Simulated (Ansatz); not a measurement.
**Run report: C3H7AlB2, geometry relaxation (part 2 of 2)**

Continued. System: C3H7AlB2, SMILES B[C]1=[CH][Al]1[BH]C. Method: RKS r2SCAN/cc-pVDZ (Ansatz 0.2.0). It belongs to a series of runs on one base structure; here: end point B relaxed.

Geometry of the input (Å):
```
B  -2.7165  0.0259  1.1224
C  -1.6783  0.8453  0.3112
C  -0.3678  0.9417  -0.2794
Al -1.4122  2.4838  -0.5923
B  -1.9047  4.3437  -1.1788
C  -3.3238  4.9342  -0.8588
H  -3.7849  0.5766  1.3273
H  -2.5046  -1.0040  1.4954
H  0.5600  0.4698  -0.5452
H  -1.1462  4.9437  -1.8292
H  -3.4769  4.9790  0.2472
H  -3.4242  5.9599  -1.3087
H  -4.0941  4.2578  -1.2549
```

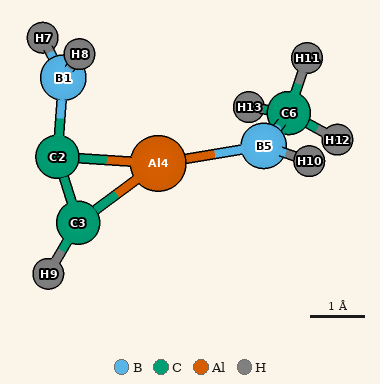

The geometry at step 18 of the log (ball-and-stick view, seen at a tilt; atoms are numbered from 1 in the order of the input).

**Trajectory as extended XYZ, continued**
```
13
Properties=species:S:1:pos:R:3:forces:R:3 step=3 energy=-11167.15764
B    -2.6430   -0.0237    1.1120    0.0568   0.0378  -0.0561
C    -1.6880    0.8831    0.2791   -0.3805  -0.0787   0.1960
C    -0.4287    0.9057   -0.2772    0.7355  -0.1460  -0.2921
Al   -1.3613    2.5260   -0.6171    0.0767   0.0068   0.0475
B    -1.9019    4.4817   -1.2550   -0.0325   0.0978  -0.1740
C    -3.3191    5.0223   -0.9022    0.0320   0.0256  -0.0157
H    -3.7422    0.4375    1.3521    0.0453  -0.1561   0.0282
H    -2.3897   -1.1290    1.5384    0.1563  -0.0273  -0.0218
H     0.4271    0.1795   -0.3293   -0.6665   0.0484   0.2714
H    -1.1218    5.1337   -1.9107   -0.0179   0.1002   0.0110
H    -3.4611    4.9996    0.1966    0.0093   0.0125   0.0050
H    -3.5501    6.0301   -1.2758   -0.0741   0.0367   0.0065
H    -4.0943    4.3108   -1.2549    0.0598   0.0423  -0.0058
13
Properties=species:S:1:pos:R:3:forces:R:3 step=5 energy=-11167.33366
B    -2.5836   -0.0995    1.1424   -0.0979  -0.0711  -0.0750
C    -1.7940    0.9454    0.3096   -0.2051  -0.1994   0.2993
C    -0.5380    0.8978   -0.2648    0.3279  -0.0372  -0.1141
Al   -1.3998    2.5651   -0.5986    0.0878   0.0240  -0.1057
B    -1.8817    4.5460   -1.3010    0.0746   0.1157   0.0846
C    -3.2944    5.0984   -0.9460   -0.0525  -0.0561  -0.0450
H    -3.7665    0.0891    1.3568    0.1022  -0.1252  -0.0116
H    -2.0690   -1.1187    1.5767    0.0268   0.2255   0.0066
H     0.1837    0.0490   -0.2448   -0.2693   0.1499  -0.0289
H    -1.0880    5.2241   -1.9188   -0.0216  -0.0753   0.0008
H    -3.4321    5.0691    0.1540    0.0150   0.0059  -0.0085
H    -3.5432    6.1057   -1.3112    0.0214   0.0246  -0.0112
H    -4.0675    4.3860   -1.2981   -0.0094   0.0186   0.0086
13
Properties=species:S:1:pos:R:3:forces:R:3 step=7 energy=-11167.45858
B    -2.5509   -0.1524    1.1682    0.1951   0.2139   0.4290
C    -1.8185    0.9411    0.3545   -0.0380  -0.7337   0.2492
C    -0.6093    0.8773   -0.3304   -0.1678   0.2748  -0.1928
Al   -1.4351    2.5700   -0.5534    0.2264  -0.0283  -0.0343
B    -1.8643    4.5683   -1.2200   -0.0992   0.0491   0.0087
C    -3.2959    5.1405   -0.9782    0.0371   0.0062  -0.0393
H    -3.7742   -0.1803    1.2227    0.3234  -0.2209  -0.1945
H    -1.8856   -0.9368    1.8624   -0.3843   0.3804  -0.2618
H     0.0332   -0.0155   -0.4514   -0.1428   0.0597  -0.0092
H    -1.0192    5.2180   -1.7938    0.0213   0.0111   0.0465
H    -3.4906    5.1511    0.1144    0.0066  -0.0008  -0.0294
H    -3.5028    6.1431   -1.3844    0.0240  -0.0202   0.0065
H    -4.0610    4.4331   -1.3544   -0.0019   0.0086   0.0216
13
Properties=species:S:1:pos:R:3:forces:R:3 step=9 energy=-11167.70525
B    -2.4781   -0.1381    1.2713   -0.2915   0.0591   0.0100
C    -1.7750    0.8811    0.3903    0.4525  -0.6128  -0.0880
C    -0.6860    0.8392   -0.4856   -0.4230   0.1113   0.1579
Al   -1.4483    2.5469   -0.5228    0.0891   0.1119  -0.0684
B    -1.8642    4.5738   -1.1124   -0.0145  -0.0463   0.0344
C    -3.3121    5.1510   -1.0326    0.0091  -0.0285  -0.0988
H    -3.6782   -0.3694    1.0765    0.5917  -0.0476   0.0660
H    -1.8817   -0.7117    2.1777   -0.2753   0.3101  -0.1254
H    -0.1058   -0.0660   -0.7423   -0.1706   0.1238  -0.0309
H    -0.9316    5.2432   -1.5101   -0.0844   0.0194   0.1103
H    -3.5687    5.2009    0.0476    0.0437   0.0399  -0.0112
H    -3.4673    6.1493   -1.4726    0.0331  -0.0313   0.0332
H    -4.0771    4.4572   -1.4289    0.0401  -0.0090   0.0109
13
Properties=species:S:1:pos:R:3:forces:R:3 step=11 energy=-11167.92896
B    -2.4435   -0.1159    1.3084   -0.0119   0.1929   0.3458
C    -1.7225    0.7938    0.3622    0.6705  -0.4914  -0.5100
C    -0.7407    0.8137   -0.6267   -0.4386  -0.2564   0.4231
Al   -1.4416    2.5137   -0.5191   -0.1332   0.4637  -0.0562
B    -1.8675    4.5520   -1.0197    0.1139   0.0683   0.0928
C    -3.3161    5.1228   -1.0758   -0.0018  -0.0653  -0.0365
H    -3.5579   -0.4997    1.0153    0.1060  -0.0637   0.0144
H    -1.9764   -0.4124    2.4042   -0.1756   0.1966  -0.3110
H    -0.1968   -0.0763   -0.9747   -0.0379   0.0619  -0.0386
H    -0.9116    5.2860   -1.2153   -0.1585  -0.1045   0.1111
H    -3.5837    5.2413    0.0003    0.0472   0.0261  -0.0328
H    -3.4329    6.1110   -1.5478    0.0220  -0.0308  -0.0060
H    -4.0830    4.4273   -1.4553   -0.0020   0.0026   0.0039
13
Properties=species:S:1:pos:R:3:forces:R:3 step=13 energy=-11168.07766
B    -2.3961   -0.0818    1.3214   -0.8475   0.2730   0.8621
C    -1.6533    0.6560    0.2927    0.9893   0.0241  -1.0033
C    -0.7731    0.7538   -0.7598   -0.5115   0.1556   0.4985
Al   -1.4700    2.4769   -0.5214    0.0441  -0.3232  -0.0060
B    -1.8814    4.5251   -0.9112    0.1386   0.0011   0.1481
C    -3.3147    5.0838   -1.0990   -0.1348   0.0472   0.0216
H    -3.4970   -0.5314    1.0185    0.3310  -0.0116   0.0971
H    -2.0769   -0.0581    2.5107   -0.0040  -0.1051  -0.5001
H    -0.2036   -0.0928   -1.1650    0.0457   0.0841  -0.0695
H    -0.9392    5.2965   -0.9100   -0.0861  -0.1117   0.0585
H    -3.5967    5.2948   -0.0357    0.0398   0.0002  -0.1111
H    -3.3879    6.0496   -1.6260    0.0067  -0.0515   0.0090
H    -4.0845    4.3849   -1.4590   -0.0112   0.0180  -0.0048
13
Properties=species:S:1:pos:R:3:forces:R:3 step=15 energy=-11168.26508
B    -2.4258    0.1112    1.3391    0.6524   0.2982  -0.2404
C    -1.5495    0.5305    0.1986   -0.2892  -0.5812   0.4630
C    -0.7655    0.6678   -0.8898   -0.0154  -0.0041   0.1267
Al   -1.4795    2.3761   -0.5643   -0.0904   0.0867  -0.0232
B    -1.9253    4.4326   -0.7565    0.2406   0.2043  -0.0104
C    -3.3261    5.0230   -1.0999    0.0025   0.1153   0.2377
H    -3.4972   -0.3796    1.0723   -0.1187   0.1446   0.0126
H    -2.0789    0.2580    2.5058   -0.0764   0.0255  -0.4155
H    -0.1534   -0.1151   -1.3660   -0.0653   0.1644   0.0427
H    -1.0026    5.2172   -0.5341   -0.3124  -0.2759  -0.0111
H    -3.6724    5.3245   -0.0728    0.0268  -0.0566  -0.2667
H    -3.3050    5.9672   -1.6773    0.0292  -0.1376   0.0865
H    -4.0929    4.3439   -1.4989    0.0163   0.0163  -0.0019
13
Properties=species:S:1:pos:R:3:forces:R:3 step=17 energy=-11168.45722
B    -2.3892    0.2463    1.3088   -0.0071   0.3060  -0.2394
C    -1.4782    0.3422    0.1466   -0.1689  -0.1564   0.1969
C    -0.7236    0.6257   -0.9183    0.0685  -0.1757  -0.2866
Al   -1.5723    2.2685   -0.4846   -0.0139  -0.1434   0.1754
B    -1.9898    4.3326   -0.6317   -0.0198  -0.0219  -0.0400
C    -3.3278    4.9788   -1.1078   -0.0605   0.0871   0.1115
H    -3.5713   -0.0163    1.1337    0.3002   0.0575  -0.0143
H    -1.9623    0.4078    2.4351   -0.0082   0.0111  -0.1430
H    -0.1132   -0.0602   -1.5372   -0.1755   0.2700   0.2632
H    -1.0876    5.0624   -0.2645   -0.0982  -0.0586   0.0056
H    -3.7787    5.3206   -0.1415    0.0446  -0.0501  -0.1442
H    -3.2007    5.9128   -1.6903    0.0500  -0.1432   0.0917
H    -4.0793    4.3362   -1.5923    0.0888   0.0176   0.0234
13
Properties=species:S:1:pos:R:3:forces:R:3 step=18 energy=-11168.54301
B    -2.3762    0.4031    1.2730    0.2356   0.0107  -0.7122
C    -1.4611    0.2316    0.0934   -0.2889   0.3439   0.4984
C    -0.7365    0.5851   -0.9696    0.2256  -0.3932  -0.2062
Al   -1.6275    2.1924   -0.4318   -0.0169  -0.2726   0.2064
B    -2.0285    4.2521   -0.5558    0.0100   0.1274   0.0183
C    -3.3305    4.9341   -1.0871   -0.0354   0.0667   0.0323
H    -3.5680    0.1818    1.1280    0.2106   0.0273   0.0214
H    -1.9130    0.5830    2.3811    0.0085   0.0586  -0.1366
H    -0.0704   -0.0366   -1.6060   -0.3880   0.3309   0.2912
H    -1.1476    4.9698   -0.1107   -0.1227  -0.1123  -0.0238
H    -3.8400    5.2974   -0.1576    0.1069  -0.0682  -0.2213
H    -3.1181    5.8571   -1.6695   -0.0466  -0.2106   0.1586
H    -4.0567    4.3065   -1.6312    0.1013   0.0916   0.0734
13
Properties=species:S:1:pos:R:3:forces:R:3 step=20 energy=-11168.60201
B    -2.3477    0.5301    1.2199   -0.0383  -0.1064   0.0381
C    -1.4581    0.2132    0.0768    0.0312  -0.0387   0.0183
C    -0.7746    0.5477   -1.0114    0.0358  -0.0297  -0.0158
Al   -1.6571    2.1446   -0.3868    0.0523   0.0628  -0.0422
B    -2.0489    4.1971   -0.4698    0.0657   0.1217  -0.0368
C    -3.3078    4.8790   -1.0792   -0.1545  -0.0164  -0.0237
H    -3.5377    0.3145    1.1222    0.0195   0.0208  -0.0040
H    -1.8587    0.7676    2.3042    0.0001   0.0289  -0.0290
H    -0.1278   -0.0433   -1.6688   -0.0940   0.0582   0.0525
H    -1.2227    4.9137    0.0574   -0.0013  -0.0633   0.0315
H    -3.8919    5.2231   -0.1931    0.0398  -0.0466  -0.0955
H    -3.0635    5.8123   -1.6205    0.0147  -0.0640   0.0469
H    -3.9776    4.2578   -1.6947    0.0290   0.0727   0.0597
13
Properties=species:S:1:pos:R:3:forces:R:3 step=22 energy=-11168.60665
B    -2.3409    0.5232    1.2311   -0.0121   0.0145   0.0166
C    -1.4596    0.2198    0.0812    0.0093  -0.0061   0.0078
C    -0.7835    0.5455   -1.0143   -0.0233   0.0284  -0.0002
Al   -1.6337    2.1573   -0.3948    0.0056   0.0030  -0.0199
B    -2.0413    4.2115   -0.4704    0.0136  -0.0248   0.0006
C    -3.3069    4.8764   -1.0877    0.0212   0.0047   0.0080
H    -3.5319    0.3218    1.1314   -0.0055   0.0080   0.0012
H    -1.8502    0.7718    2.3111    0.0045  -0.0088  -0.0048
H    -0.1647   -0.0564   -1.6821    0.0177  -0.0127  -0.0105
H    -1.2258    4.9178    0.0839   -0.0166   0.0009   0.0020
H    -3.9152    5.1794   -0.2078   -0.0099  -0.0005   0.0068
H    -3.0695    5.8278   -1.5948   -0.0018   0.0026  -0.0019
H    -3.9510    4.2615   -1.7306   -0.0027  -0.0091  -0.0057
13
Properties=species:S:1:pos:R:3:forces:R:3 step=24 energy=-11168.60742
B    -2.3392    0.5376    1.2314    0.0059  -0.0041  -0.0012
C    -1.4619    0.2241    0.0805   -0.0167  -0.0044   0.0061
C    -0.7890    0.5409   -1.0198    0.0023   0.0071  -0.0072
Al   -1.6249    2.1602   -0.4056    0.0150  -0.0294  -0.0078
B    -2.0385    4.2086   -0.4654   -0.0025   0.0257  -0.0056
C    -3.3035    4.8702   -1.0877    0.0038   0.0012  -0.0004
H    -3.5321    0.3455    1.1349   -0.0021   0.0071   0.0001
H    -1.8426    0.7809    2.3094    0.0025   0.0036   0.0032
H    -0.1758   -0.0678   -1.6879    0.0024  -0.0008   0.0028
H    -1.2349    4.9174    0.1016   -0.0010  -0.0003   0.0094
H    -3.9280    5.1490   -0.2108   -0.0044  -0.0035   0.0038
H    -3.0729    5.8334   -1.5754   -0.0008  -0.0024  -0.0007
H    -3.9309    4.2573   -1.7492   -0.0045   0.0001  -0.0026
13
Properties=species:S:1:pos:R:3:forces:R:3 step=26 energy=-11168.60828
B    -2.3352    0.5616    1.2273    0.0022  -0.0016  -0.0121
C    -1.4694    0.2272    0.0742   -0.0035   0.0118  -0.0002
C    -0.7913    0.5239   -1.0300   -0.0091  -0.0275   0.0199
Al   -1.5982    2.1606   -0.4342   -0.0013   0.0196  -0.0069
B    -2.0365    4.2086   -0.4574    0.0062  -0.0107   0.0106
C    -3.3022    4.8626   -1.0865   -0.0145   0.0031   0.0047
H    -3.5323    0.3910    1.1407    0.0049   0.0035  -0.0017
H    -1.8271    0.8088    2.2992   -0.0001   0.0016   0.0013
H    -0.1891   -0.1065   -1.6882    0.0041   0.0127  -0.0061
H    -1.2570    4.9157    0.1451   -0.0039  -0.0059  -0.0076
H    -3.9495    5.1035   -0.2140    0.0112  -0.0055  -0.0156
H    -3.0814    5.8437   -1.5426   -0.0050  -0.0098   0.0047
H    -3.9050    4.2566   -1.7775    0.0088   0.0088   0.0090
13
Properties=species:S:1:pos:R:3:forces:R:3 step=28 energy=-11168.60860
B    -2.3414    0.5992    1.2147    0.0034  -0.0060   0.0085
C    -1.4759    0.2346    0.0717    0.0090  -0.0027  -0.0209
C    -0.7878    0.5037   -1.0335   -0.0011  -0.0061   0.0061
Al   -1.5672    2.1629   -0.4661    0.0061  -0.0062  -0.0153
B    -2.0226    4.2044   -0.4602   -0.0266   0.0051   0.0376
C    -3.3020    4.8468   -1.0744   -0.0186   0.0255  -0.0101
H    -3.5405    0.4467    1.1251    0.0003   0.0055  -0.0037
H    -1.8341    0.8538    2.2854   -0.0025   0.0011  -0.0003
H    -0.1914   -0.1404   -1.6844   -0.0090   0.0104   0.0164
H    -1.2582    4.9108    0.1612    0.0075  -0.0005  -0.0161
H    -3.9618    5.0388   -0.1982    0.0324  -0.0107  -0.0275
H    -3.1067    5.8490   -1.4965   -0.0116  -0.0327   0.0115
H    -3.8845    4.2472   -1.7885    0.0108   0.0172   0.0137
13
Properties=species:S:1:pos:R:3:forces:R:3 step=30 energy=-11168.60889
B    -2.3459    0.6025    1.2098    0.0003  -0.0004  -0.0047
C    -1.4755    0.2341    0.0715   -0.0036   0.0050   0.0085
C    -0.7814    0.5005   -1.0302    0.0045   0.0059  -0.0003
Al   -1.5640    2.1611   -0.4733    0.0031  -0.0028  -0.0006
B    -2.0222    4.2026   -0.4622    0.0004   0.0029  -0.0046
C    -3.3047    4.8453   -1.0688   -0.0054   0.0161   0.0012
H    -3.5451    0.4557    1.1130    0.0010  -0.0037   0.0008
H    -1.8442    0.8599    2.2825   -0.0012   0.0001  -0.0026
H    -0.1801   -0.1442   -1.6750   -0.0048  -0.0023  -0.0002
H    -1.2474    4.9102    0.1450   -0.0042  -0.0033  -0.0007
H    -3.9561    5.0360   -0.1868    0.0095  -0.0040  -0.0105
H    -3.1141    5.8473   -1.4918   -0.0032  -0.0159   0.0075
H    -3.8935    4.2463   -1.7775    0.0035   0.0025   0.0062
13
Properties=species:S:1:pos:R:3:forces:R:3 step=32 energy=-11168.60895
B    -2.3482    0.6076    1.2067   -0.0028   0.0020   0.0055
C    -1.4748    0.2367    0.0724   -0.0011  -0.0042   0.0028
C    -0.7777    0.4969   -1.0290    0.0018   0.0108  -0.0038
Al   -1.5590    2.1611   -0.4825    0.0019  -0.0050   0.0006
B    -2.0202    4.2016   -0.4664   -0.0013   0.0004  -0.0017
C    -3.3059    4.8445   -1.0657    0.0006   0.0031  -0.0005
H    -3.5471    0.4596    1.1075    0.0012  -0.0005  -0.0022
H    -1.8501    0.8686    2.2803    0.0003   0.0007  -0.0032
H    -0.1767   -0.1517   -1.6700   -0.0013  -0.0030   0.0005
H    -1.2452    4.9079    0.1417    0.0001  -0.0002   0.0003
H    -3.9535    5.0285   -0.1801    0.0008  -0.0009  -0.0005
H    -3.1198    5.8487   -1.4843   -0.0002  -0.0027   0.0018
H    -3.8960    4.2473   -1.7745   -0.0001  -0.0005   0.0005
```

**Key numbers**

- outcome: converged
- total energy: −11168.6090 eV
- mean-field energy: −11168.6090 eV
- largest force (length of the vector) at the end: 0.012 eV/Å
- hardware: 2 threads of Intel Xeon (Granite Rapids), 16 GiB of memory available, shared host
- wall time: 69 s (CPU time 2.2 min)
- peak memory: 0.21 GiB
